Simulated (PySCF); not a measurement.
| atom | x (Å) | y (Å) | z (Å) |
| --- | --- | --- | --- |
| N | 3.8594 | 1.5919 | -1.2166 |
| C | 3.1200 | 0.8172 | -0.8060 |
| C | 2.2220 | -0.1386 | -0.3003 |
| C | 0.9029 | 0.0718 | -0.1966 |
| C | 0.0235 | -0.9508 | 0.3975 |
| O | 0.3422 | -2.1194 | 0.4805 |
| Si | -1.6861 | -0.3351 | 1.0491 |
| C | -2.4994 | 0.4514 | -0.5113 |
| O | -1.9912 | 1.3687 | -1.1033 |
| H | 2.6499 | -1.0819 | 0.0209 |
| H | 0.4458 | 1.0025 | -0.5029 |
| H | -2.4835 | -1.4524 | 1.5357 |
| H | -1.4464 | 0.7406 | 2.0087 |
| H | -3.4599 | 0.0338 | -0.8776 |

Geometry: GFN2-xTB.

Method: PySCF 2.14.0, PBE0/pcSseg-1, SCF density, gas phase, non-relativistic.

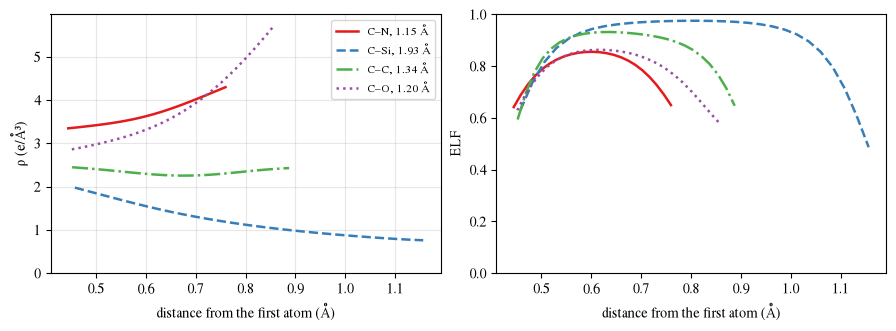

C$_{5}$H$_{5}$NO$_{2}$Si (SMILES N#C/C=C/C(=O)[SiH2]C=O). Electron density and electron localisation function along straight lines between neighbouring atoms. The curves leave out the atomic cores.

What can be read from the curves?

C–N (1.15 Å): the density is about 3.6 e/Å³ at the midpoint; the ELF peaks at about 0.85 between the atoms: a multiple bond.
C–Si (1.93 Å): ρ is about 0.91 e/Å³ halfway; the ELF peaks at about 1 between the atoms (localised, covalent bonding).
C–C (1.34 Å): ρ at the midpoint is about 2.3 e/Å³; the ELF peaks at about 0.95 between the atoms: a short, multiple covalent bond.
C–O (1.20 Å): the density is about 3.3 e/Å³ at the midpoint; the ELF peaks at about 0.85 between the atoms; a multiple bond.
